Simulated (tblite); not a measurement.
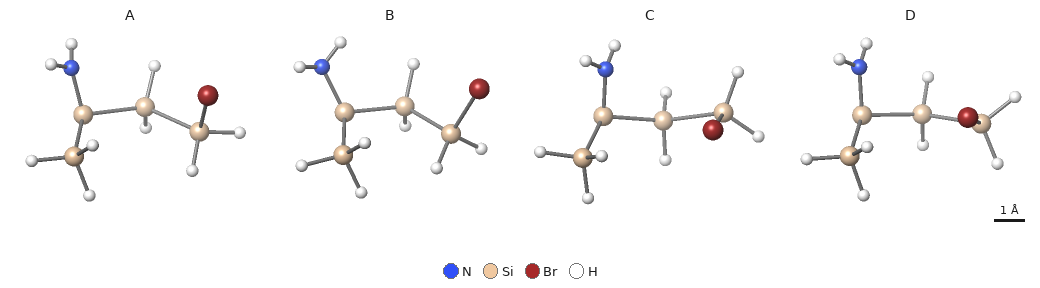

4 geometries from one relaxation of Si4NH9Br (multiplicity 2), in shuffled order. Style: ball-and-stick. Shown at a tilt.

The calculation used GFN2-xTB geometry optimisation, gas phase in tblite. 

Order the frames from highest to lowest energy.

Answer. B, A, D, C. They are steps 0, 74, 126, 195, at +18.0 kcal/mol, +1.47 kcal/mol, +0.42 kcal/mol relative to the last. After 195 geometry steps the energy has fallen by 18.0 kcal/mol. An H atom moves most after the best rigid fit: 2.74 Å. Largest moves by element: H 2.74 Å, Br 1.71 Å, N 0.96 Å, Si 0.92 Å. Among the contacts that change: Si–Si 2.211 → 2.320 Å, Si–Si 2.239 → 2.324 Å, H–Si 1.445 → 1.477 Å, H–N 1.038 → 1.006 Å. Among the angles between lasting bonds that change: Si–Si–Si 111.6° → 125.0°, Si–Si–H 104.9° → 117.0°, Br–Si–H 112.1° → 100.3°. Groups turn about Si–Si by about 60°.
